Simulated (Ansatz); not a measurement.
## Electronic structure of F2O2Ta (charge −1) in real space

Input

```
crystal:
  periodic: [false, false, false]
  atoms:
    - {symbol: Ta, position_ang: [0.017115, -0.000066, 0.011958]}
    - {symbol: O, position_ang: [0.052642, -0.016660, 1.799091]}
    - {symbol: O, position_ang: [1.707403, 0.009132, -0.569617]}
    - {symbol: F, position_ang: [-0.892220, 1.629121, -0.605556]}
    - {symbol: F, position_ang: [-0.884930, -1.621516, -0.635876]}
basis:
  gaussian: {orbitals: def2-TZVPD, initial_orbitals: start.molden}
total_charge: -1
hamiltonian: {xc: pbe0, dispersion: d4}
scf: {omitted_lower_state_checks: [starts]}
output: {forces: true, orbitals: {seedname: orbitals}}
```

Command:

```sh
ansatz run in.yaml --threads 4 --pin off --events-out ev --progress --plain --max-ram 3916MiB
```

Geometry: PBE-D4/def2-SVPD; core potentials replace the inner electrons of Ta; not at a stationary point (largest force 1.2 eV/Å).

These are results of Ansatz, RKS PBE0-D4/def2-TZVPD, not measurements.

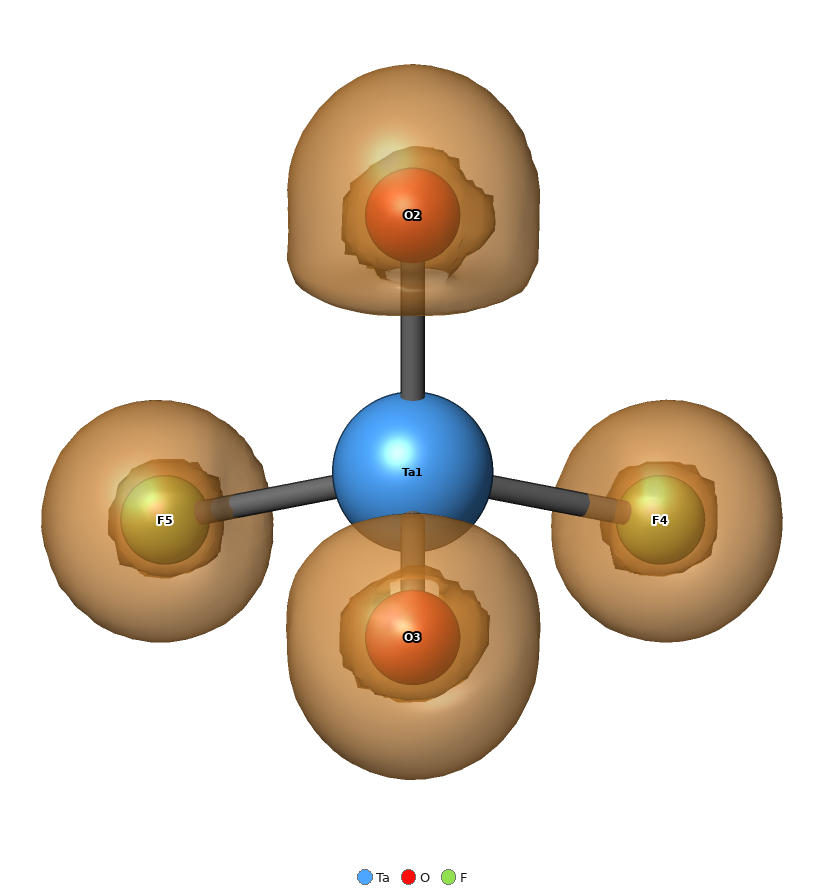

Figure 1. Isosurface of the ELF at 0.75 (orange), seen from one side. Core shells and regions of very low density are left out.

Question: Identify the bonds, lone pairs and shells in this picture.

Answer: At this value the surface marks out two regions wrapped around F (the valence shell of each) and two regions wrapped around O (the valence shell of each). Along the contacts the grid gives the following. Ta–O (1.79 Å): the ELF peaks at about 0.80 in the valence shell of O, 0.6 Å from its nucleus, and is about 0.35 at the midpoint. Ta–F (1.97 Å): the ELF peaks at about 0.85 in the valence shell of F, 0.5 Å from its nucleus, and drops to about 0.20 between the two atoms.

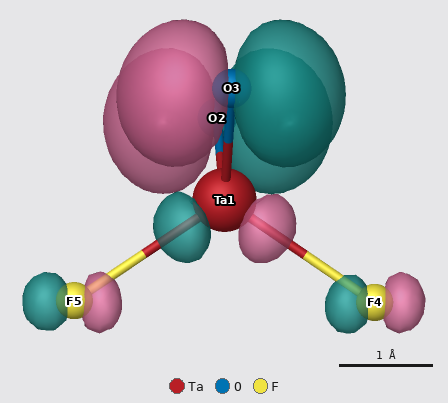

Figure 2. The HOMO−1 at ±0.15 Å⁻³ᐟ² (teal and pink are the two phases), seen across its widest extent.

Question: Where does this orbital lie, and at what energy?

Answer: By Hirshfeld shares it lies mainly on O2 (about 40 %), O3 (about 40 %) and Ta1 (about 20 %). Its energy is −3.72 eV.
